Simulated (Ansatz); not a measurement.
# Nudged elastic band, with input and output: WH2Cl2OF3

System: WH2Cl2OF3, multiplicity 2.
Method: UKS PBE/def2-SVP (Ansatz 0.2.0).

One setting was made poor on purpose. It belongs to a series of runs on one base structure; here: an input spoilt on purpose.

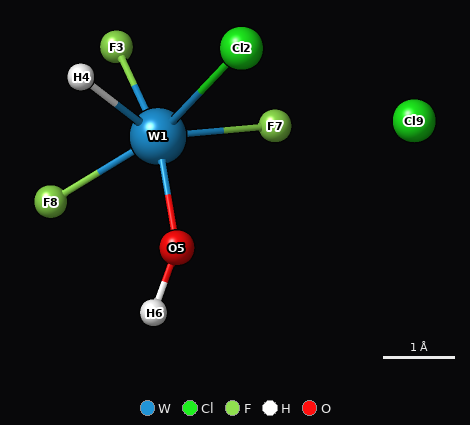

Fig. 1: The input geometry (ball-and-stick view, seen at a tilt; atoms are numbered from 1 in the order of the input). Sticks mark near contacts. Bond lengths as drawn: Cl–W 2.38 Å, F–W 1.87 to 1.89 Å, H–O 0.98 Å, H–W 1.71 Å and O–W 1.86 Å.

The input:
```yaml
crystal:
  periodic: [false, false, false]
  atoms:
    - { symbol: W, position_ang: [0.019762, -0.067967, 0.24301] }
    - { symbol: Cl, position_ang: [0.523991, 0.931589, 2.337852] }
    - { symbol: F, position_ang: [1.662066, -0.230196, -0.636678] }
    - { symbol: H, position_ang: [0.341468, 1.601892, 0.054791] }
    - { symbol: O, position_ang: [-1.793823, -0.054211, 0.640667] }
    - { symbol: H, position_ang: [-2.663581, -0.146162, 0.2077] }
    - { symbol: F, position_ang: [0.563688, -1.614676, 1.166761] }
    - { symbol: F, position_ang: [-0.60396, -0.017096, -1.536075] }
    - { symbol: Cl, position_ang: [-0.416711, -0.659473, 4.235672] }
magnetization:
  spin_polarized: true
  initial_magnetization: 1
basis:
  gaussian: { orbitals: def2-SVP }
hamiltonian:
  xc: pbe
neb:
  order_check: false
  images: 9
  f_tol: 0.05
  max_iterations: 8
  initial_path: linear
  final_atoms:
    - { symbol: W, position_ang: [0.03735975, -0.25596745, -0.02764225] }
    - { symbol: Cl, position_ang: [0.80106283, -0.03286934, 2.40263481] }
    - { symbol: F, position_ang: [1.70346434, 0.40969609, -0.59826118] }
    - { symbol: H, position_ang: [-0.01717735, 1.33989736, 0.54188378] }
    - { symbol: O, position_ang: [-1.60729047, -0.3433358, 0.72884783] }
    - { symbol: H, position_ang: [-1.89364699, 0.00014697, 1.69875012] }
    - { symbol: F, position_ang: [0.80653834, -1.91733363, 0.38841508] }
    - { symbol: F, position_ang: [-0.60661953, -0.11057549, -1.76361065] }
```

Command:
```bash
ansatz run input.yaml --threads 4 --pin off --max-ram 5120MiB --backend cpu --events-out ev --progress --plain --runs-dir out
```

What the program printed:
```
Error: invalid value for `neb.final_atoms`: lists 8 atoms but crystal.atoms has 9 — the final endpoint must contain the same atoms in the same order
```

Outcome:

- outcome: refused by the program
- hardware: 4 threads of Arm Neoverse V2, 24 GiB of memory available, shared host

The program refused the input: “invalid value for `neb.final_atoms`: lists 8 atoms but crystal.atoms has 9 — the final endpoint must contain the same atoms in the same order” A deliberately poor setting: bad input.
